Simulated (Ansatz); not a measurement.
Stretching the Se3–H4 bond in FHMgSe (SMILES [F][Mg][SeH]) (multiplicity 1 held, fragments rigid). Energies count from the point at 1.475 Å.
Geometry at that point (charge 0, multiplicity 1):
```json
[
 {"atom": "Mg", "x (Å)": "0.5347", "y (Å)": "-1.0479", "z (Å)": "0.3436"},
 {"atom": "F", "x (Å)": "1.2991", "y (Å)": "-2.5474", "z (Å)": "0.8409"},
 {"atom": "Se", "x (Å)": "-0.5067", "y (Å)": "1.0061", "z (Å)": "-0.3739"},
 {"atom": "H", "x (Å)": "-0.8817", "y (Å)": "1.2936", "z (Å)": "1.0230"}
]
```

Restricted levels (R-, RO-) in cc, def2 and unpolarised 6-31G sets keep to the state of the molecule at rest. Unrestricted levels (U-) break spin symmetry where that is lower. Active spaces are followed from a long bond inwards. Levels need not reach the same state.

Frozen-core correlation. Filled d and f shells under p-block atoms count as core.

The values were computed with Ansatz (an electronic-structure program). 

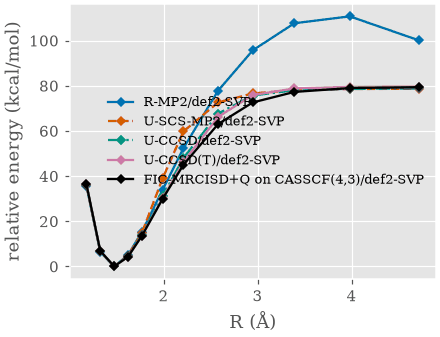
Figure. Relative energy along the coordinate

Read off the U-SCS-MP2/def2-SVP curve at R = 2.212.

about 60 kcal/mol

Doubts at one or more of the structures used: a restricted determinant that unrestricted orbitals would lower (R-MP2/def2-SVP); a spin-contaminated determinant (U-SCS-MP2/def2-SVP, U-CCSD/def2-SVP, U-CCSD(T)/def2-SVP); T1 above 0.05 (U-CCSD/def2-SVP, U-CCSD(T)/def2-SVP); active orbitals that take no part (FIC-MRCISD+Q on CASSCF(4,3)/def2-SVP).
